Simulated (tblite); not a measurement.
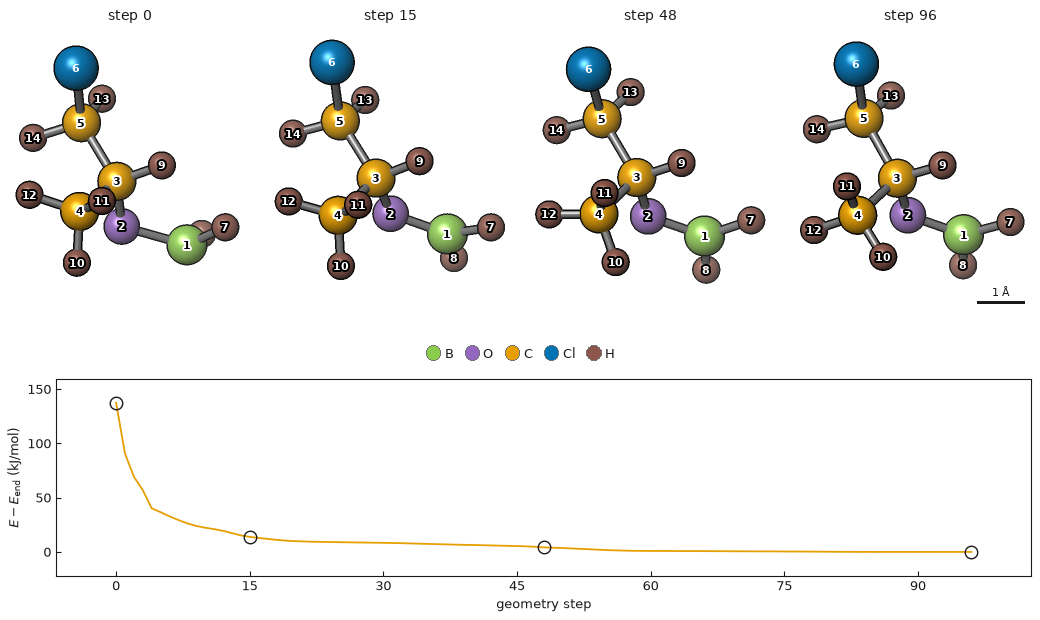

Frames of a relaxation of C₃H₈BClO, marked on the history of the run. Style: ball-and-stick. Shown from a free direction.

All numbers below come from tblite 0.8.0, GFN2-xTB geometry optimisation, gas phase. 

Question: Describe the path.

Answer: The largest move after the best rigid fit is that of H12, 0.90 Å. By element the largest moves are H 0.90 Å, O 0.27 Å, B 0.26 Å, C 0.16 Å, Cl 0.13 Å. Near-neighbour distances that change, for instance: B1–O2 1.475 → 1.323 Å, C4–H11 1.133 → 1.086 Å, B1–H8 1.208 → 1.171 Å, O2–C3 1.377 → 1.413 Å. Among the angles between lasting bonds that change: B1–O2–C3 114.0° → 124.9°, H7–B1–H8 112.4° → 122.3°, O2–C3–C5 114.5° → 106.8°. Groups turn about C3–C4 by about 45°. Over 96 geometry steps the energy falls by 137.6 kJ/mol. From step 0 to 15: H8 moves most (0.54 Å), energy −123.7 kJ/mol. From step 15 to 48: H atoms move most (0.39 Å), energy −9.72 kJ/mol. From step 48 to 96: H atoms move most (0.41 Å), energy −4.18 kJ/mol.
